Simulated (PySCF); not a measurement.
C4H8F2OSi

The calculation's input:

```
{"job": {"kind": "uv", "xc": "CAM-B3LYP", "basis": "def2-SVPD", "nstates": 8, "ntriplets": 3}, "charge": 0, "multiplicity": 1}
C     -2.362929    -1.044558    -0.011108
C     -1.152926    -0.208768    -0.295859
C     -1.247568     1.071012    -0.635822
F     -0.144865     1.818959    -0.887773
O      0.009092    -0.874242    -0.173854
Si     1.589206    -0.502458    -0.378638
C      2.173788     0.738983     0.964157
F      3.545519     0.664583     1.122865
H     -2.391245    -1.888307    -0.698011
H     -2.299632    -1.442899     1.000001
H     -3.271985    -0.462048    -0.115777
H     -2.162601     1.625336    -0.743394
H      1.876390     0.040212    -1.701938
H      2.132414    -1.828078    -0.121357
H      1.744992     0.520013     1.947518
H      1.954751     1.781205     0.717578
```

Command:

```sh
OMP_NUM_THREADS=1 python probes_run.py task.json out
```

Geometry: GFN2-xTB.

Level of theory: CAM-B3LYP/def2-SVPD, SCF density, gas phase (PySCF 2.14.0).

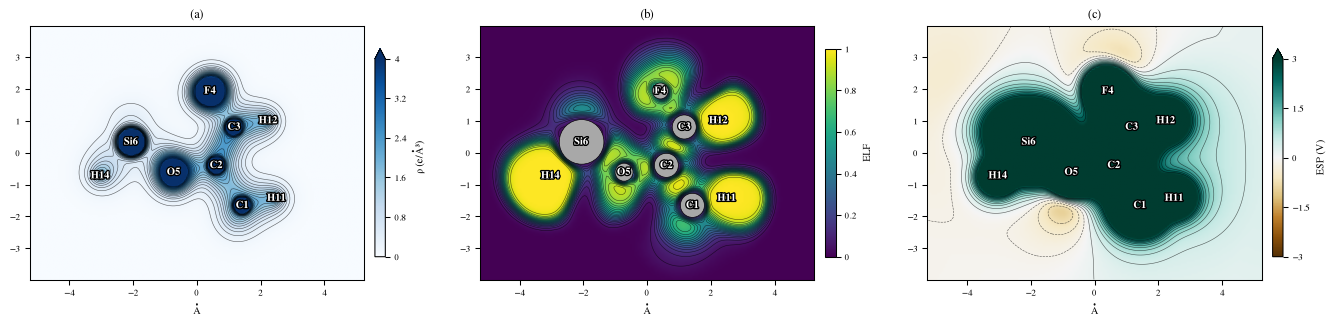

Figure 1. (a) electron density; (b) ELF; (c) molecular electrostatic potential on the plane of atoms C2, O5 and Si6. Grey discs cover the atomic cores in the ELF map.

Interpret the plot.

Answer. The plane passes through C, F, O, Si and H nuclei. C–C (1.33 Å): the density is about 2.4 e/Å³ at the midpoint; the ELF peaks at about 0.95 between the atoms (a short, multiple covalent bond). C–O (1.34 Å): ρ is about 2.4 e/Å³ halfway, with its minimum of 1.9 e/Å³ about 0.5 Å from C; the ELF peaks at about 0.90 between the atoms; a polar covalent bond. C–F (1.36 Å): ρ at the midpoint is about 2.2 e/Å³, with its minimum of 1.6 e/Å³ about 0.5 Å from C; the ELF peaks at about 0.85 between the atoms (a polar covalent bond). Si–O (1.64 Å): ρ is about 1.1 e/Å³ halfway; the ELF peaks at about 0.90 between the atoms; a polar covalent bond. C–H (1.08 Å): ρ at the midpoint is about 2.1 e/Å³; the ELF climbs to about 1 towards the hydrogen, as it does in any bond to H (a covalent bond by its length). The ELF also peaks beside O5 and F4, away from the bonds: lone-pair regions. Outside the dense part of the molecule the potential is most negative (−1.0 V) near O5.

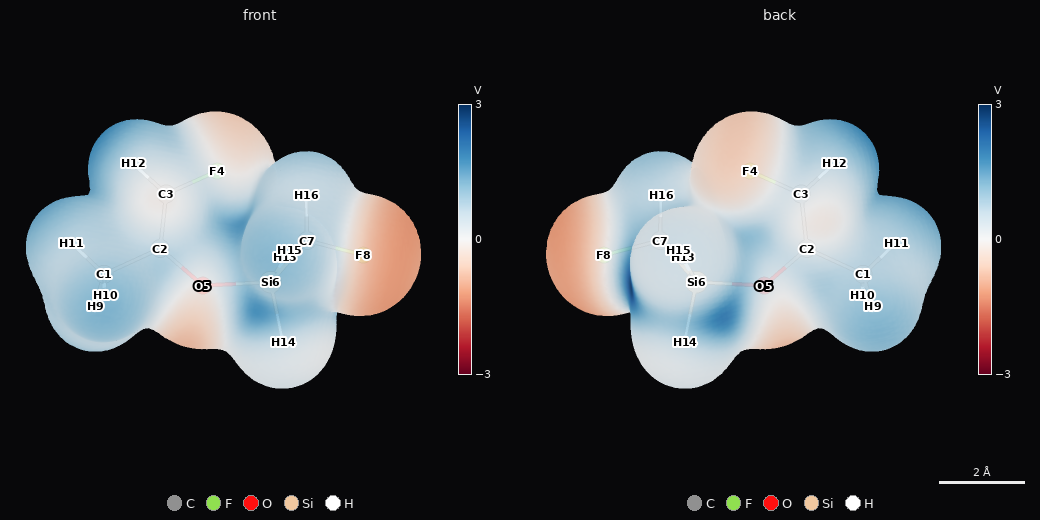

Figure 2. The electrostatic potential painted on the density surface at 0.004 e/bohr³, seen from the front and from behind; the colour scale runs from red (negative) to blue (positive).

Describe the electrostatic potential map.

Answer. The most negative region (about −1.2 V, or −28 kcal/mol for a unit charge) lies over F8, the most positive (about +2.3 V, or +53 kcal/mol for a unit charge) over Si6.

How polar is the molecule by this calculation?

Answer. Its dipole moment is 3.21 D.
